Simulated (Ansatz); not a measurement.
Input

```
crystal:
  lattice:
    - [4.8777078265, 0.0, 0.0]
    - [0.0, 4.8777078265, 0.0]
    - [0.0, 0.0, 4.8777078265]
  atoms:
    - { symbol: Ti, position: [0.5, 0.5, 0.5], spin: 1.57 }
    - { symbol: Ge, position: [0.5, 0.0, 0.0] }
    - { symbol: Ge, position: [0.0, 0.5, 0.0] }
    - { symbol: Ge, position: [0.0, 0.0, 0.5] }
    - { symbol: Ge, position: [0.0, 0.0, 0.0] }
basis:
  ecutwfc: 420
kpoints:
  mp_grid: { grid: [8, 8, 8] }
hamiltonian:
  xc: pbe
scf:
  occupations: { method: gaussian, width: 0.1 }
output:
  forces: true
  stress: true
  eigenvalues: true
  populations: true
  write_density: true
  write_potential: true
  elf: true
  volumetric_format: npy
magnetization:
  spin_polarized: true
relax:
  adjacent_minimum: "off"
  f_tol: 0.01
  max_steps: 80
  cell: { stress_tol: 0.05 }
```

Run with:

```sh
ansatz run input.yaml --threads 1 --pin off --max-ram 2560MiB --backend cpu --events-out ev --progress --plain --runs-dir out
```

Below, planes, directions and counts refer to the conventional cell (a = 4.89 Å, b = 4.89 Å, c = 4.89 Å, α = 90.00°, β = 90.00°, γ = 90.00°).

The fields are those of the run's last geometry, not of the input's.

Space group Pm-3m; a structure generated by program, which may or may not match a known phase; spin-polarised.

The calculation used DFT PBE, scalar-relativistic, plane waves, PAW (Ansatz).

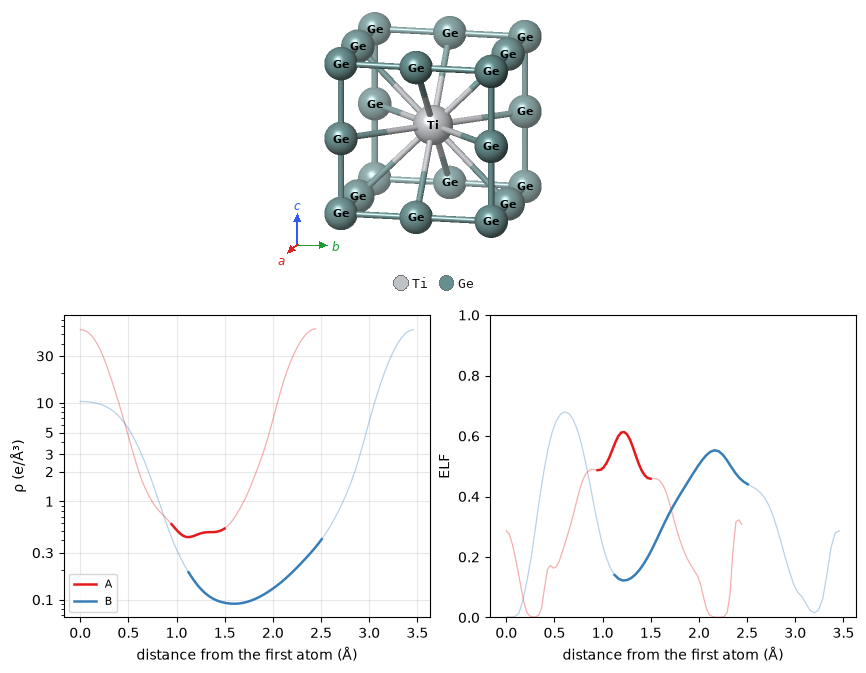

TiGe$_{4}$. Valence pseudo-density and electron localisation function along straight lines between neighbouring atoms. Thin, pale parts lie inside the atomic spheres. The structure is drawn too.

Core electrons are frozen (PAW), and the valence fields are smoothed inside the atomic spheres.

Which curve belongs to which contact (Ge–Ge and Ti–Ge)? The first atom named is at distance zero.

Answer. Curve A: Ge–Ge (2.45 Å): ρ at the midpoint is about 0.46 e/Å³; the ELF peaks at about 0.60 between the atoms. Curve B: Ti–Ge (3.46 Å): ρ is about 0.09 e/Å³ halfway; the ELF is about 0.35 at the midpoint: no localised pair shows between them.
